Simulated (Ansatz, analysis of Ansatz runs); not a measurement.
**A hop of O in AlBO3 (R-3c), charge +2**

Aim: the barrier of one jump in AlBO3 (R-3c) at charge +2: V_O hop (2.4 Å). The model is a cell of 80 host atoms with 1 O taken out; O is the atom that moves.

Program: Ansatz 0.2.0. Level of theory: plane-wave PAW DFT, PBEsol; nudged elastic band between two relaxed defect structures at fixed charge in a uniform background. Results are calculated unless marked as measured.

**1. Set-up**

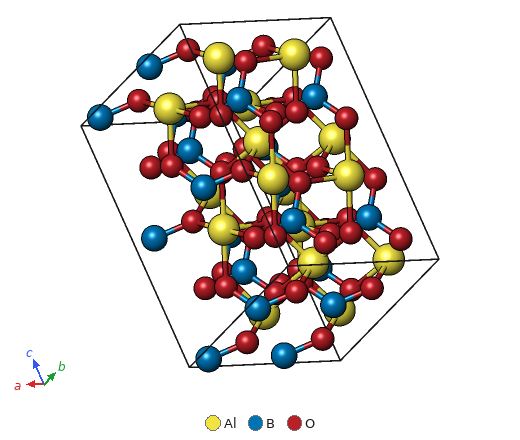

Start, viewed slightly off an axis; aluminium yellow, boron blue, oxygen red. Some periodic images of atoms are drawn too.

The cell holds 79 atoms: 16 Al, 16 B and 47 O. Cell: a = 10.516 Å, b = 10.516 Å, c = 10.516 Å, α = 50.4°, β = 50.4°, γ = 50.4°. It derives from AlBO3 (space group R-3c). Nearest the centre at fractional (0.702, 0.548, 0.125): B62 at 0.69 Å, O79 at 1.19 Å, O26 at 2.07 Å, Al21 at 2.32 Å, Al42 at 2.32 Å, O45 at 2.40 Å, O46 at 2.45 Å, O67 at 2.45 Å. The cell carries charge +2.

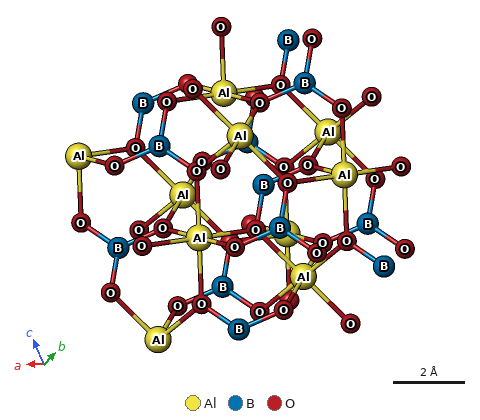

The atoms within 5 Å of the centre.

The cell's shortest repeat is 9.0 Å.

**2. Relaxation of the start point, charge +2**

The ends come first: from an unrelaxed start the top is counted from too high an energy, and the barrier comes out too low. Small random displacements break the symmetry of the ideal sites, so that the defect can distort if it gains by it. The charge of +2 is set by the electron count, and a uniform background keeps the cell neutral.

Input file qp2.start/input.yaml:

```yaml
crystal:
  lattice:
    - [4.47530425, 2.58381811, 9.15826506]
    - [-4.47530425, 2.58381811, 9.15826506]
    - [0.0, -5.16763623, 9.15826506]
  atoms:
    - { symbol: Al, position: [0.0, 0.0, 0.0] }
    - { symbol: Al, position: [0.25, 0.25, 0.25] }
    - { symbol: B, position: [0.125, 0.125, 0.125] }
    - { symbol: B, position: [0.375, 0.375, 0.375] }
    - { symbol: O, position: [0.125, 0.47063163, 0.27936837] }
    - { symbol: O, position: [0.47063163, 0.27936837, 0.125] }
    - { symbol: O, position: [0.22063163, 0.375, 0.02936837] }
    - { symbol: O, position: [0.375, 0.02936837, 0.22063163] }
    - { symbol: O, position: [0.02936837, 0.22063163, 0.375] }
    - { symbol: O, position: [0.27936837, 0.125, 0.47063163] }
    - { symbol: Al, position: [0.0, 0.0, 0.5] }
    - { symbol: Al, position: [0.25, 0.25, 0.75] }
    - { symbol: B, position: [0.125, 0.125, 0.625] }
    - { symbol: B, position: [0.375, 0.375, 0.875] }
    - { symbol: O, position: [0.125, 0.47063163, 0.77936837] }
    - { symbol: O, position: [0.47063163, 0.27936837, 0.625] }
    - { symbol: O, position: [0.22063163, 0.375, 0.52936837] }
    - { symbol: O, position: [0.375, 0.02936837, 0.72063163] }
    - { symbol: O, position: [0.02936837, 0.22063163, 0.875] }
    - { symbol: O, position: [0.27936837, 0.125, 0.97063163] }
    - { symbol: Al, position: [0.0, 0.5, 0.0] }
    - { symbol: Al, position: [0.25, 0.75, 0.25] }
    - { symbol: B, position: [0.125, 0.625, 0.125] }
    - { symbol: B, position: [0.375, 0.875, 0.375] }
    - { symbol: O, position: [0.125, 0.97063163, 0.27936837] }
    - { symbol: O, position: [0.47063163, 0.77936837, 0.125] }
    - { symbol: O, position: [0.22063163, 0.875, 0.02936837] }
    - { symbol: O, position: [0.375, 0.52936837, 0.22063163] }
    - { symbol: O, position: [0.02936837, 0.72063163, 0.375] }
    - { symbol: O, position: [0.27936837, 0.625, 0.47063163] }
    - { symbol: Al, position: [0.0, 0.5, 0.5] }
    - { symbol: Al, position: [0.25, 0.75, 0.75] }
    - { symbol: B, position: [0.125, 0.625, 0.625] }
    - { symbol: B, position: [0.375, 0.875, 0.875] }
    - { symbol: O, position: [0.125, 0.97063163, 0.77936837] }
    - { symbol: O, position: [0.47063163, 0.77936837, 0.625] }
    - { symbol: O, position: [0.22063163, 0.875, 0.52936837] }
    - { symbol: O, position: [0.375, 0.52936837, 0.72063163] }
    - { symbol: O, position: [0.02936837, 0.72063163, 0.875] }
    - { symbol: O, position: [0.27936837, 0.625, 0.97063163] }
    - { symbol: Al, position: [0.5, 0.0, 0.0] }
    - { symbol: Al, position: [0.75, 0.25, 0.25] }
    - { symbol: B, position: [0.625, 0.125, 0.125] }
    - { symbol: B, position: [0.875, 0.375, 0.375] }
    - { symbol: O, position: [0.97063163, 0.27936837, 0.125] }
    - { symbol: O, position: [0.72063163, 0.375, 0.02936837] }
    - { symbol: O, position: [0.875, 0.02936837, 0.22063163] }
    - { symbol: O, position: [0.52936837, 0.22063163, 0.375] }
    - { symbol: O, position: [0.77936837, 0.125, 0.47063163] }
    - { symbol: Al, position: [0.5, 0.0, 0.5] }
    - { symbol: Al, position: [0.75, 0.25, 0.75] }
    - { symbol: B, position: [0.625, 0.125, 0.625] }
    - { symbol: B, position: [0.875, 0.375, 0.875] }
    - { symbol: O, position: [0.625, 0.47063163, 0.77936837] }
    - { symbol: O, position: [0.97063163, 0.27936837, 0.625] }
    - { symbol: O, position: [0.72063163, 0.375, 0.52936837] }
    - { symbol: O, position: [0.875, 0.02936837, 0.72063163] }
    - { symbol: O, position: [0.52936837, 0.22063163, 0.875] }
    - { symbol: O, position: [0.77936837, 0.125, 0.97063163] }
    - { symbol: Al, position: [0.5, 0.5, 0.0] }
    - { symbol: Al, position: [0.75, 0.75, 0.25] }
    - { symbol: B, position: [0.625, 0.625, 0.125] }
    - { symbol: B, position: [0.875, 0.875, 0.375] }
    - { symbol: O, position: [0.625, 0.97063163, 0.27936837] }
    - { symbol: O, position: [0.97063163, 0.77936837, 0.125] }
    - { symbol: O, position: [0.72063163, 0.875, 0.02936837] }
    - { symbol: O, position: [0.875, 0.52936837, 0.22063163] }
    - { symbol: O, position: [0.52936837, 0.72063163, 0.375] }
    - { symbol: O, position: [0.77936837, 0.625, 0.47063163] }
    - { symbol: Al, position: [0.5, 0.5, 0.5] }
    - { symbol: Al, position: [0.75, 0.75, 0.75] }
    - { symbol: B, position: [0.625, 0.625, 0.625] }
    - { symbol: B, position: [0.875, 0.875, 0.875] }
    - { symbol: O, position: [0.625, 0.97063163, 0.77936837] }
    - { symbol: O, position: [0.97063163, 0.77936837, 0.625] }
    - { symbol: O, position: [0.72063163, 0.875, 0.52936837] }
    - { symbol: O, position: [0.875, 0.52936837, 0.72063163] }
    - { symbol: O, position: [0.52936837, 0.72063163, 0.875] }
    - { symbol: O, position: [0.77936837, 0.625, 0.97063163] }
total_charge: 2
basis:
  ecutwfc: 420
  xc_grid: 2
hamiltonian:
  xc: pbesol
kpoints:
  mp_grid: { grid: [1, 1, 1], shift: [0.25, 0.25, 0.25] }
scf:
  occupations: { method: fixed }
  max_iter: 150
output:
  forces: true
relax:
  f_tol: 0.02
  max_steps: 70
  random_displacement: { amplitude: 0.03, seed: 8995 }
```

Command:

```sh
$ ansatz run input.yaml --threads 4 --pin off --max-ram 14131MiB --backend cpu --events-out ev --progress --plain --runs-dir out
```

Numbers of over 12 decimals in the logs are rounded to 6 here.

Output:

```text
[... repeated set-up lines and file paths are left out, and long positions are rounded to six places ...]
The last accepted step is kept in <dir> (removed where the run ends without a failure and the disk answers)
Engine: ansatz 0.2.0, x86_64-unknown-linux-gnu
Pseudopotentials: kind: paw
Pseudopotential: Al, paw, valence charge 3, recommended cutoff 420 eV (normal), Al.paw.azcp
Pseudopotential: B, paw, valence charge 3, recommended cutoff 420 eV (normal), B.paw.azcp
Pseudopotential: O, paw, valence charge 6, recommended cutoff 420 eV (normal), O.paw.azcp
Functional definition: PBEsol
  exchange = pbesol_x
  correlation = pbesol_c
Crystal: 79 atoms, lattice volume = 635.403 Å³
Basis set: ecut = 420 eV, 12439 PW (Γ), exchange–correlation on 144×144×144 points (8 copies of the dense FFT grid, shifted against one another)
Bands: 267, of which v1, the nominal top of the filled ones, is band 188 counted from 1 (187 counted from 0)
Symmetry: 1 space group operations
k-points: 1
Non-local potential: Al, projectors of the file, l = 0: 2, l = 1: 2, l = 2: 1
Non-local potential: B, projectors of the file, l = 0: 2, l = 1: 2, l = 2: 1
Non-local potential: O, projectors of the file, l = 0: 2, l = 1: 2, l = 2: 1
PAW form: soft (Blöchl's): semilocal exchange-correlation on the pseudo side does not see the compensation charge
PAW frozen core: Al, regenerated for the run's functional, and the local potential with it (the file was generated under x = pbe(κ = 0.804, μ = 0.219515), c = pbe(β = 0.066725))
PAW frozen core: B, regenerated for the run's functional, and the local potential with it (the file was generated under x = pbe(κ = 0.804, μ = 0.219515), c = pbe(β = 0.066725))
PAW frozen core: O, regenerated for the run's functional, and the local potential with it (the file was generated under x = pbe(κ = 0.804, μ = 0.219515), c = pbe(β = 0.066725))
PAW one-centre angular grid: Al, 110 points (default); XC on 64 Gauss nodes
PAW one-centre angular grid: B, 110 points (default); XC on 64 Gauss nodes
PAW one-centre angular grid: O, 110 points (default); XC on 64 Gauss nodes
Initial density: superposition of atomic densities (neutral atoms scaled as one to the charged cell's electrons: chi_scale 0, normalization atom), corrected by the library's trained network
Initial wavefunctions: pseudopotential atomic-orbital guess
Functional: x = pbesol(κ = 0.804, μ = 0.123457), c = pbesol(β = 0.046)
SCF iter   1: F=—  HF=-37306.979914 eV  |F-HF|=—  |Δ(HF+E_count)|=         —  Δρ=1.72e-2  dr2=7.69e0  ethr=1.77e-3  ⟨swp⟩=5.0  Hψ=839  notcnv=0  defer=77
preconditioner: auto → Resta (q_TF=auto, 2.500 Å⁻¹)  ε∞=3.6  [insulator: Δε(μ)=1.722 eV  Ē_g=17.632 eV  n_scr=180 (ndim 8)  ℏωp=28.6 eV  f_vac=0.000  ε∞_Penn≈3.6]
SCF iter   2: F=—  HF=-37305.058221 eV  |F-HF|=—  |Δ(HF+E_count)|=    1.92e0  Δρ=8.79e-3  dr2=1.30e0  ethr=1.77e-3  ⟨swp⟩=3.0  Hψ=279  notcnv=0  defer=77
SCF iter   3: F=—  HF=-37305.789402 eV  |F-HF|=—  |Δ(HF+E_count)|=   7.31e-1  Δρ=2.33e-2  dr2=8.84e0  ethr=3.46e-4  ⟨swp⟩=3.0  Hψ=384  notcnv=0  defer=53  recentre
automatic band count: iteration 3 solves 243 bands in place of 267: the levels show a gap, and the empty bands left out lie too high to hold charge; the band table lists the bands solved (type scf.n_extra_bands for more)
SCF iter   4: F=—  HF=-37304.913256 eV  |F-HF|=—  |Δ(HF+E_count)|=   8.76e-1  Δρ=6.99e-3  dr2=6.06e-1  ethr=3.46e-4  ⟨swp⟩=4.0  Hψ=395  notcnv=0  defer=53
SCF iter   5: F=—  HF=-37304.869318 eV  |F-HF|=—  |Δ(HF+E_count)|=   4.39e-2  Δρ=4.54e-3  dr2=3.38e-1  ethr=1.61e-4  ⟨swp⟩=2.0  Hψ=195  notcnv=0  defer=53
SCF iter   6: F=—  HF=-37304.904519 eV  |F-HF|=—  |Δ(HF+E_count)|=   3.52e-2  Δρ=1.54e-2  dr2=4.77e0  ethr=8.99e-5  ⟨swp⟩=4.0  Hψ=392  notcnv=0  defer=77  recentre
automatic band count: iteration 6 solves 267 bands in place of 243: the levels no longer show a gap clear of their residuals, so the SCF keeps every band
SCF iter   7: F=—  HF=-37304.850166 eV  |F-HF|=—  |Δ(HF+E_count)|=   5.44e-2  Δρ=1.79e-3  dr2=2.15e-2  ethr=8.99e-5  ⟨swp⟩=1.0  Hψ=275  notcnv=0  defer=77
SCF iter   8: F=—  HF=-37304.860183 eV  |F-HF|=—  |Δ(HF+E_count)|=   1.00e-2  Δρ=4.38e-3  dr2=3.47e-1  ethr=5.73e-6  ⟨swp⟩=2.0  Hψ=253  notcnv=0  defer=77
SCF iter   9: F=—  HF=-37304.849394 eV  |F-HF|=—  |Δ(HF+E_count)|=   1.08e-2  Δρ=1.15e-2  dr2=2.21e0  ethr=5.73e-6  ⟨swp⟩=3.0  Hψ=336  notcnv=0  defer=77  recentre
SCF iter  10: F=—  HF=-37304.862540 eV  |F-HF|=—  |Δ(HF+E_count)|=   1.31e-2  Δρ=4.40e-3  dr2=3.80e-1  ethr=5.73e-6  ⟨swp⟩=2.0  Hψ=195  notcnv=0  defer=77
[...]
SCF iter 141: F=—  HF=-37304.855773 eV  |F-HF|=—  |Δ(HF+E_count)|=   1.06e-2  Δρ=1.56e-2  dr2=4.55e0  ethr=7.45e-7  ⟨swp⟩=2.0  Hψ=289  notcnv=0  defer=74  recentre
SCF iter 142: F=—  HF=-37304.847105 eV  |F-HF|=—  |Δ(HF+E_count)|=   8.67e-3  Δρ=1.53e-2  dr2=4.40e0  ethr=7.45e-7  ⟨swp⟩=1.0  Hψ=193  notcnv=0  defer=74
SCF iter 143: F=—  HF=-37304.845141 eV  |F-HF|=—  |Δ(HF+E_count)|=   1.96e-3  Δρ=8.73e-4  dr2=1.44e-2  ethr=7.45e-7  ⟨swp⟩=1.0  Hψ=193  notcnv=0  defer=74
SCF iter 144: F=—  HF=-37304.846071 eV  |F-HF|=—  |Δ(HF+E_count)|=   9.30e-4  Δρ=1.53e-2  dr2=4.39e0  ethr=7.45e-7  ⟨swp⟩=1.0  Hψ=193  notcnv=0  defer=74  recentre
SCF iter 145: F=—  HF=-37304.845109 eV  |F-HF|=—  |Δ(HF+E_count)|=   9.62e-4  Δρ=6.84e-4  dr2=7.98e-3  ethr=7.45e-7  ⟨swp⟩=1.0  Hψ=193  notcnv=0  defer=74
SCF iter 146: F=—  HF=-37304.845114 eV  |F-HF|=—  |Δ(HF+E_count)|=   5.47e-6  Δρ=8.00e-4  dr2=1.19e-2  ethr=7.45e-7  ⟨swp⟩=1.0  Hψ=193  notcnv=0  defer=74
SCF iter 147: F=—  HF=-37304.845087 eV  |F-HF|=—  |Δ(HF+E_count)|=   2.76e-5  Δρ=1.18e-3  dr2=1.27e-2  ethr=7.45e-7  ⟨swp⟩=1.0  Hψ=193  notcnv=0  defer=74
SCF iter 148: F=—  HF=-37304.845119 eV  |F-HF|=—  |Δ(HF+E_count)|=   3.26e-5  Δρ=8.04e-4  dr2=1.20e-2  ethr=7.45e-7  ⟨swp⟩=1.0  Hψ=464  notcnv=0
SCF iter 149: F=—  HF=-37304.845133 eV  |F-HF|=—  |Δ(HF+E_count)|=   1.38e-5  Δρ=8.15e-4  dr2=1.24e-2  ethr=7.45e-7  ⟨swp⟩=1.0  Hψ=464  notcnv=0
SCF iter 150: F=—  HF=-37304.845171 eV  |F-HF|=—  |Δ(HF+E_count)|=   3.77e-5  Δρ=8.42e-4  dr2=1.33e-2  ethr=7.45e-7  ⟨swp⟩=1.0  Hψ=464  notcnv=0
Error: did not converge after 150 iterations: dr2 = 1.33e-2 (threshold 1.00e-5), under the density mixer `msr1`, which `scf.mixing.algorithm: auto` chose by the deck's other keys (type `scf.mixing.algorithm: msr1` to keep it); [...]
```

Run time: 33 s. Hardware: 4 threads of Intel Xeon Platinum 8559C (Emerald Rapids), shared host; peak memory 1.2 GiB.

In the SCF lines HF is the Harris–Foulkes energy and dr2 the Hartree energy of the density residual, in eV; the loop may stop once dr2 is under the threshold and the program's other checks hold. Hψ counts applications of the Hamiltonian.

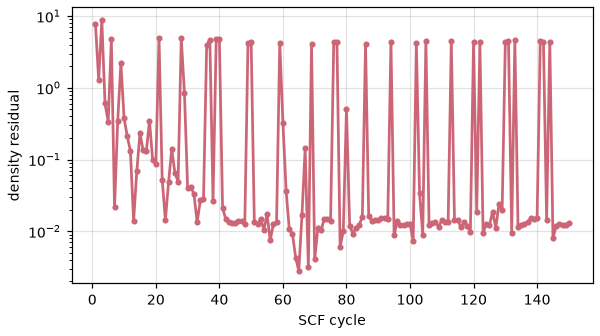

Residual by cycle in this run.

The run stopped without converging, so none of its numbers is a property of the system.

After 150 cycles the residual stands at 0.013, against 4.4 at cycle 76 and a least value of 0.0028. The cap of 150 cycles in the input ended the loop.

The program's message: “Error: did not converge after 150 iterations: dr2 = 1.33e-2 (threshold 1.00e-5), under the density mixer `msr1`, which `scf.mixing.algorithm: auto` chose by the deck's other keys (type `scf.mixing.alg …”

**3. Relaxation of the start point, charge +2**

A barrier is counted from a minimum, so both ends are relaxed first. Small random displacements break the symmetry of the ideal sites, so that the defect can distort if it gains by it. The charge of +2 is set by the electron count, and a uniform background keeps the cell neutral. A width of 0.01 eV lets levels that lie close at the Fermi energy share an electron.

Input file qp2.start_smeared/input.yaml:

```yaml
crystal:
  lattice:
    - [4.47530425, 2.58381811, 9.15826506]
    - [-4.47530425, 2.58381811, 9.15826506]
    - [0.0, -5.16763623, 9.15826506]
  atoms:
    - { symbol: Al, position: [0.0, 0.0, 0.0] }
    - { symbol: Al, position: [0.25, 0.25, 0.25] }
[... 18 atom lines left out ...]
    - { symbol: Al, position: [0.0, 0.5, 0.0] }
[... 4 atom lines left out ...]
    - { symbol: O, position: [0.47063163, 0.77936837, 0.125] }
[... 1 atom line left out ...]
    - { symbol: O, position: [0.375, 0.52936837, 0.22063163] }
[... 13 atom lines left out ...]
    - { symbol: Al, position: [0.75, 0.25, 0.25] }
[... 2 atom lines left out ...]
    - { symbol: O, position: [0.97063163, 0.27936837, 0.125] }
    - { symbol: O, position: [0.72063163, 0.375, 0.02936837] }
[... 15 atom lines left out ...]
    - { symbol: B, position: [0.625, 0.625, 0.125] }
[... 3 atom lines left out ...]
    - { symbol: O, position: [0.72063163, 0.875, 0.02936837] }
    - { symbol: O, position: [0.875, 0.52936837, 0.22063163] }
[... 2 atom lines left out ...]
    - { symbol: Al, position: [0.5, 0.5, 0.5] }
    - { symbol: Al, position: [0.75, 0.75, 0.75] }
[... 7 atom lines left out ...]
    - { symbol: O, position: [0.77936837, 0.625, 0.97063163] }
total_charge: 2
basis:
  ecutwfc: 420
  xc_grid: 2
hamiltonian:
  xc: pbesol
kpoints:
  mp_grid: { grid: [1, 1, 1], shift: [0.25, 0.25, 0.25] }
scf:
  occupations: { method: fermi_dirac, width: 0.01 }
  max_iter: 150
output:
  forces: true
relax:
  f_tol: 0.02
  max_steps: 70
  random_displacement: { amplitude: 0.03, seed: 8995 }
```

Output:

```text
[...]
Crystal: 79 atoms, lattice volume = 635.403 Å³
Basis set: ecut = 420 eV, 12439 PW (Γ), exchange–correlation on 144×144×144 points (8 copies of the dense FFT grid, shifted against one another)
Bands: 267, of which v1, the nominal top of the filled ones, is band 188 counted from 1 (187 counted from 0)
Symmetry: 1 space group operations
k-points: 1
[...]
SCF iter   1: F=—  HF=-37306.974455 eV  |F-HF|=—  |Δ(HF+E_count)|=         —  Δρ=1.72e-2  dr2=7.69e0  ethr=1.77e-3  ⟨swp⟩=6.0  Hψ=1158  notcnv=0  defer=56
[...]
SCF iter  14: F=-37304.861015 eV  HF=-37304.861016 eV  |F-HF|=1.18e-6  |Δ(HF+E_count)|=   5.38e-6  Δρ=9.97e-6  dr2=1.36e-6  ethr=2.66e-9  ⟨swp⟩=3.0  Hψ=666  notcnv=0
SCF 1 converged in 14 iterations: F = -37304.861015 eV  dr2 = 1.36e-6
[...]
max |Σ_I F_I| component: 6.34e-5 eV/Å
--- Relaxed structure (19 steps of the walk, 18 accepted, 0 SCFs on fresh bases) ---
  F+E_penalty+E_count = -37310.06774083 eV   max|allowed force component| = 1.432e-2 eV/Å
  atoms:
    - { symbol: Al, position: [0.002156, -0.004144, -0.004111] }
    - { symbol: Al, position: [0.246490, 0.247077, 0.256147] }
[...]
- { symbol: Al, position: [-0.007206, 0.504193, 0.002102] }
[...]
- { symbol: O, position: [0.463917, 0.782388, 0.128260] }
[...]
- { symbol: Al, position: [0.767945, 0.220047, 0.242979] }
[...]
- { symbol: O, position: [0.964729, 0.282532, 0.122769] }
    - { symbol: O, position: [0.722607, 0.371546, 0.031187] }
    [... 15 atoms left out ...]
    - { symbol: B, position: [0.593514, 0.695918, 0.017419] }
    [... 4 atoms left out ...]
    - { symbol: O, position: [0.860889, 0.527602, 0.223291] }
    [... 2 atoms left out ...]
    - { symbol: Al, position: [0.486225, 0.506877, 0.529112] }
    - { symbol: Al, position: [0.775663, 0.755112, 0.720270] }
    [... 7 atoms left out ...]
    - { symbol: O, position: [0.772848, 0.631440, 0.956836] }
[key lines of the parts left out:]
SCF converged after 6 iterations
Free energy (F): -37310.067741 eV
Fermi energy:    9.452342 eV
```

The job ended after 64 s (4 threads; peak memory 1.3 GiB).

Step by step:

```csv
step,energy less that of the first step (eV),largest force component (eV/Å)
1,0.0000,3.1942
2,-2.1704,3.8916
3,-3.8781,1.8882
4,-4.2459,1.4210
5,-4.3950,1.5541
6,-4.5081,0.3075
7,-4.5203,0.0950
8,-4.5232,0.0465
9,-4.5241,0.0724
10,-4.5634,0.5284
11,-4.6848,0.9123
12,-4.8440,0.9804
13,-4.9976,1.0959
14,-5.0867,2.5910
15,-5.1941,0.2368
16,-5.2026,0.2645
17,-5.2062,0.1011
18,-5.2036,0.2438
19,-5.2067,0.0143
```

Relaxation step 18 was tried and not accepted.

The atoms that moved most (Å, from the sites as typed, ahead of the random displacement):

```csv
atom,dx,dy,dz,length
B62,-0.460,0.657,-0.625,1.017
O78,0.023,-0.066,0.326,0.333
Al70,-0.094,-0.169,0.202,0.280
Al42,0.213,0.004,-0.175,0.276
Al71,0.091,0.232,0.008,0.249
O79,-0.059,0.070,-0.128,0.158
O67,-0.057,-0.056,-0.122,0.146
O38,-0.046,-0.089,0.106,0.146
```

Neighbours of O79 at the end:

```csv
atom,distance (Å)
B62,1.345
Al71,1.926
Al21,2.003
O78,2.349
O26,2.434
O46,2.636
O74,2.651
O77,2.671
O15,2.695
B53,2.706
O75,2.709
```

Among the atoms that came to bonding distance: O78–B62 1.50 Å (from 2.76).

Numbers from this step:

| Item | Value |
| --- | --- |
| free energy | -37310.0677 eV |
| r.m.s. move of the farther half of the atoms | 0.05313 Å |
| largest move from the ideal geometry of this structure, a common shift of the far atoms taken out | 1.036 Å |

The relaxation gained 5.207 eV and ended with a largest force component of 0.014 eV/Å.

[end of part 1 of 4]

[Logs are printed without paths, hosts, clocks, repeated set-up lines and the standing remarks that a program may print on its own settings, such as how far it seeks lower states.]

[Hosts, paths, dates, database ids (printed as entryN), source tags and the programs' standing remarks are cut or masked in the printed files.]
